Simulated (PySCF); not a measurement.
# BNH3F3 (SMILES [NH3+][B-](F)(F)F) at HF/cc-pVDZ

What is the vertical ionisation energy of BNH3F3 at HF/cc-pVDZ? The job is set up through a Python script.

The calculation is run with PySCF 2.14.0.

2 further runs of the same task are left out: 2 set aside as unsound or not needed.

## 1. Starting point

BNH3F3: 8 atoms, total charge 0, spin state singlet. As SMILES, `[NH3+][B-](F)(F)F`. Geometry: relaxed at PBE0-D4/def2-TZVP.

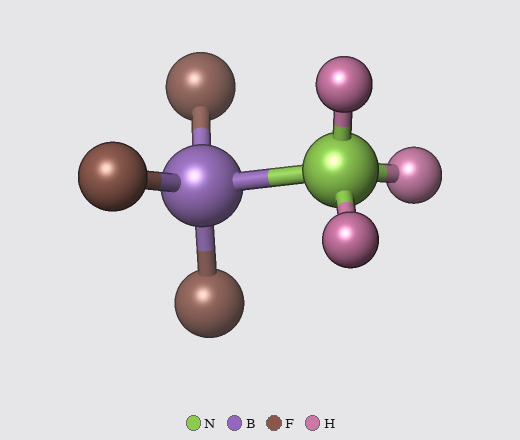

The structure, seen from a chosen angle (nitrogen green, boron purple, fluorine brown, hydrogen pink).

## 2. A single-point energy at HF/cc-pVDZ

File job.py:

```python
# [NH3+][B-](F)(F)F
from pyscf import gto, scf

molecule = gto.M(
    atom=[
    ('N', (-0.501800, -0.052400, 0.645700)),
    ('B', (0.531500, 0.038700, -0.668100)),
    ('F', (1.521100, -0.860400, -0.378100)),
    ('F', (-0.251400, -0.312100, -1.733900)),
    ('F', (0.943600, 1.343300, -0.679400)),
    ('H', (-1.280300, 0.587300, 0.522000)),
    ('H', (-0.006300, 0.194600, 1.496700)),
    ('H', (-0.864300, -0.996100, 0.739300)),
],
    verbose=4,
    charge=0,
    basis='cc-pvdz',
    max_memory=1860,
)

myscf = scf.RHF(molecule)
myscf.conv_tol = 1e-10
myscf.kernel()
if not myscf.converged:
    myscf = myscf.newton().run(myscf.mo_coeff, myscf.mo_occ)

energy = myscf.e_tot
print('Final energy', energy)
```

Started as:

```bash
$ OMP_NUM_THREADS=1 python job.py
```

Standard output:

```text
PySCF version 2.14.0

[... 62 lines left out ...]
converged SCF energy = -379.43273811646
Final energy -379.43273811645986
```

It took 1.7 s on 1 thread of Arm Neoverse V1, shared host; peak memory 0.15 GiB.

## 3. The doublet cation, same level

File job.py:

```python
from pyscf import gto, scf

mol = gto.M(
    atom='''
N   -0.501800  -0.052400   0.645700
B    0.531500   0.038700  -0.668100
F    1.521100  -0.860400  -0.378100
F   -0.251400  -0.312100  -1.733900
F    0.943600   1.343300  -0.679400
H   -1.280300   0.587300   0.522000
H   -0.006300   0.194600   1.496700
H   -0.864300  -0.996100   0.739300
''',
    verbose=4,
    charge=1,
    basis='cc-pvdz',
    spin=1,
    max_memory=1860,
)

myscf = scf.UHF(mol)
myscf.conv_tol = 1e-10
myscf.kernel()
if not myscf.converged:
    myscf = myscf.newton().run(myscf.mo_coeff, myscf.mo_occ)

e_final = myscf.e_tot
print('E(%s) = %.9f' % ('HF', e_final))
```

Started as:

```bash
$ OMP_NUM_THREADS=1 python job.py
```

Standard output:

```text
PySCF version 2.14.0

[... 104 lines left out ...]
converged SCF energy = -378.93991843346  <S^2> = 0.77539725  2S+1 = 2.025238
E(HF) = -378.939918433
```

Wall time 2.5 s (1 thread of Arm Neoverse V1, shared host); peak memory 0.15 GiB.

## 4. Results

At HF/cc-pVDZ:

| quantity | value |
| --- | --- |
| singlet BNH3F3: total energy | -379.43274 Eh |
| singlet BNH3F3: dipole moment | 6.48 D |
| singlet BNH3F3: HOMO energy | -14.96 eV |
| singlet BNH3F3: LUMO energy | 3.55 eV |
| singlet BNH3F3: HOMO–LUMO gap | 18.51 eV |
| doublet cation: total energy | -378.93992 Eh |
| doublet cation: HOMO energy (highest over α and β) | -22.11 eV |
| doublet cation: LUMO energy (lowest over α and β) | -11.84 eV |
| doublet cation: ⟨S²⟩ | 0.775 |
| vertical ionisation energy (to the doublet cation) | 13.410 eV |

In words: The vertical ionisation energy comes to 13.41 eV (1294 kJ/mol). −ε(HOMO) before ionisation, 14.96 eV, is 1.55 eV above this ionisation energy. Mulliken charges (doublet cation) run from -0.17 on F3 to +0.52 on B2; they depend strongly on the basis.
